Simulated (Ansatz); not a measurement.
**PBE0/def2-TZVP run of CH3BO (SMILES [BH3-]C#[O+])**

Aim: the vertical ionisation energy of CH3BO at PBE0/def2-TZVP, from 2 runs. 

The calculation is run with Ansatz 0.2.0.

55 further runs of the same task are left out: 1 that didn't finish, 54 set aside as unsound or not needed.

**1. The system as given**

The species is CH3BO (6 atoms), meant as a singlet with charge 0. As SMILES, `[BH3-]C#[O+]`. The shape is that of a PBE0-D4/def2-TZVP optimisation.

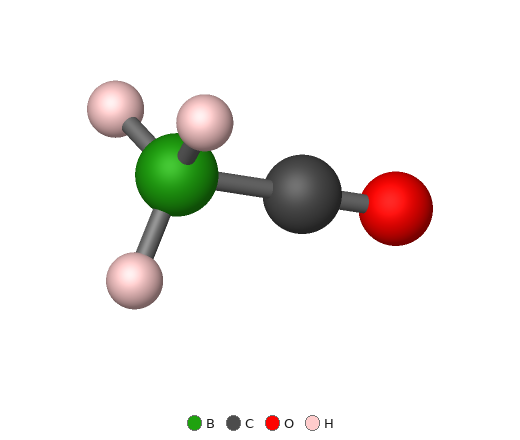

The structure, seen from a chosen angle (boron green, carbon dark grey, oxygen red, hydrogen pink).

**2. A single-point energy at PBE0/def2-TZVP**

molecule.yaml reads:

```yaml
crystal:
  periodic: [false, false, false]
  atoms:
    - symbol: B
      position_ang: [-0.275160, 0.419730, -0.199910]
    - symbol: C
      position_ang: [0.494180, -0.755680, 0.359250]
    - symbol: O
      position_ang: [1.068320, -1.631140, 0.776320]
    - symbol: H
      position_ang: [-1.437140, 0.121710, -0.050320]
    - symbol: H
      position_ang: [0.069540, 0.485120, -1.356800]
    - symbol: H
      position_ang: [0.080260, 1.360240, 0.471460]
basis:
  gaussian:
    orbitals: def2-TZVP
accuracy: high
output: {orbitals: {seedname: orbitals}}
hamiltonian:
  xc: pbe0
```

Launch:

```console
$ ansatz run molecule.yaml --threads 1 --pin off --max-ram 3480MiB --events-out events.jsonl --progress --plain --runs-dir runs
```

The program printed:

```text
Warning: RAYON_NUM_THREADS=1 ignored (pool sized by the plan → 1); use --threads N
Functional definition: PBE0
  name "PBE0"
  parameter a = 0.25
  parameter kappa = 0.804
  parameter beta = 0.06672455060314922
  exchange = (1 - a)*pbe_x(kappa = kappa, mu = beta*pi^2/3) + a*exact_x
  correlation = pbe_c(beta = beta)
1888 factors; integrals over basis functions are off by at most 3.4e-9 eV
mean field evaluation 1: about -3802.6425 eV, gradient 3.6e1 eV
mean field evaluation 2: about -3803.1903 eV, gradient 3.4e1 eV
mean field evaluation 4: about -3805.6094 eV, gradient 2.0e0 eV
mean field evaluation 8: about -3805.6173 eV, gradient 9.6e-2 eV
mean field evaluation 16: about -3805.6173 eV, gradient 1.6e-6 eV
mean field -3805.61733324 eV, -139.8538574564 hartree, gradient 8.0e-8 eV, S^2 0.000000; 0 other end points of the search recorded, 0 dependent functions left out
reference -3805.61733576 eV, -139.8538575490 hartree; 11, 11 occupied and 100, 100 virtual orbitals, 1888 factors
Total energy: -3805.61733576 eV, -139.8538575490 hartree
```

It took 5.4 s on 1 thread of Arm Neoverse V1, shared host; peak memory 0.28 GiB.

**3. The doublet cation, same level**

molecule.yaml reads:

```yaml
basis:
  gaussian: {orbitals: def2-TZVP}
crystal:
  periodic: [false, false, false]
  atoms:
    - {symbol: B, position_ang: [-0.275160, 0.419730, -0.199910]}
    - {symbol: C, position_ang: [0.494180, -0.755680, 0.359250]}
    - {symbol: O, position_ang: [1.068320, -1.631140, 0.776320]}
    - {symbol: H, position_ang: [-1.437140, 0.121710, -0.050320]}
    - {symbol: H, position_ang: [0.069540, 0.485120, -1.356800]}
    - {symbol: H, position_ang: [0.080260, 1.360240, 0.471460]}
total_charge: 1
magnetization: {spin_polarized: true, initial_magnetization: 1}
hamiltonian: {xc: pbe0}
accuracy: high
output: {orbitals: {seedname: orbitals}}
```

Launch:

```console
$ ansatz run molecule.yaml --threads 1 --pin off --max-ram 3480MiB --events-out events.jsonl --progress --plain --runs-dir runs
```

The program printed (excerpt; [...] marks lines left out):

```text
Warning: RAYON_NUM_THREADS=1 ignored (pool sized by the plan → 1); use --threads N
[... 7 set-up lines as earlier in the session ...]
1888 factors; integrals over basis functions are off by at most 3.4e-9 eV
mean field evaluation 1: about -3786.0852 eV, gradient 4.5e1 eV
mean field evaluation 2: about -3744.1393 eV, gradient 9.9e1 eV
mean field evaluation 4: about -3793.2444 eV, gradient 4.9e0 eV
mean field evaluation 8: about -3793.4387 eV, gradient 5.2e-1 eV
mean field evaluation 16: about -3793.4399 eV, gradient 7.6e-2 eV
mean field evaluation 32: about -3793.4416 eV, gradient 2.0e-1 eV
mean field -3793.45072821 eV, -139.4067429686 hartree, gradient 1.6e-8 eV, S^2 0.760187; 2 other end points of the search recorded, 0 dependent functions left out
reference -3793.45073088 eV, -139.4067430666 hartree; 11, 10 occupied and 100, 101 virtual orbitals, 1888 factors
Total energy: -3793.45073088 eV, -139.4067430666 hartree
```

Run time: 34 s. Hardware: 1 thread of Arm Neoverse V1, shared host; peak memory 0.36 GiB.

**4. Summary of results**

At PBE0/def2-TZVP:

```
                                          quantity          value
                       singlet CH3BO: total energy  -139.85386 Eh
                        singlet CH3BO: HOMO energy       -9.59 eV
                        singlet CH3BO: LUMO energy       -1.36 eV
                      singlet CH3BO: HOMO–LUMO gap        8.23 eV
                      doublet cation: total energy  -139.40674 Eh
doublet cation: HOMO energy (highest over α and β)      -17.07 eV
 doublet cation: LUMO energy (lowest over α and β)      -14.70 eV
                              doublet cation: ⟨S²⟩          0.760
vertical ionisation energy (to the doublet cation)      12.167 eV
```

**Reading.** The vertical ionisation energy comes to 12.17 eV (1174 kJ/mol). −ε(HOMO) before ionisation, 9.59 eV, is 2.58 eV below this ionisation energy.
